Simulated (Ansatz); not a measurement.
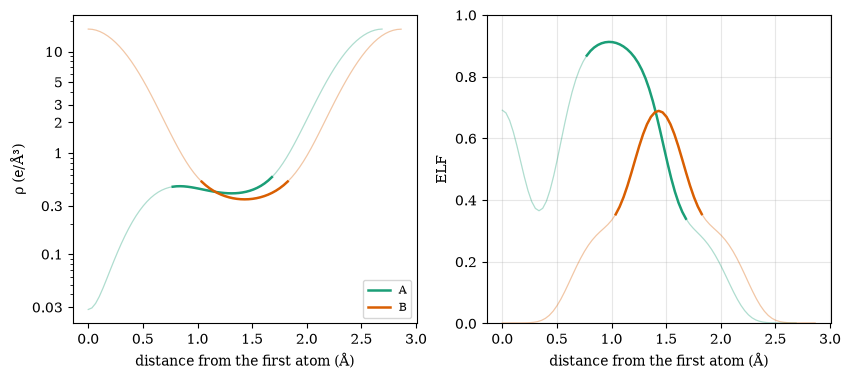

Figure. SiSn7. Valence electron density and ELF along straight lines between neighbouring atoms. Thin, pale parts lie inside the atomic spheres.

Space group P-43m; a generated structure, not necessarily the stable one.

Theory: Ansatz 0.2.0, DFT r2SCAN, scalar-relativistic, plane waves, PAW.

Core electrons are frozen (PAW), and the valence fields are smoothed inside the atomic spheres.

Question: Which curve belongs to which contact (Si–Sn and Sn–Sn)? The first atom named is at distance zero.

Answer: Curve A: Si–Sn (2.69 Å): ρ is about 0.4 e/Å³ halfway; the ELF peaks at about 0.90 in the valence shell of Si, 1.0 Å from its nucleus, and is about 0.75 at the midpoint. Curve B: Sn–Sn (2.86 Å): the density is about 0.35 e/Å³ at the midpoint; the ELF peaks at about 0.70 between the atoms.
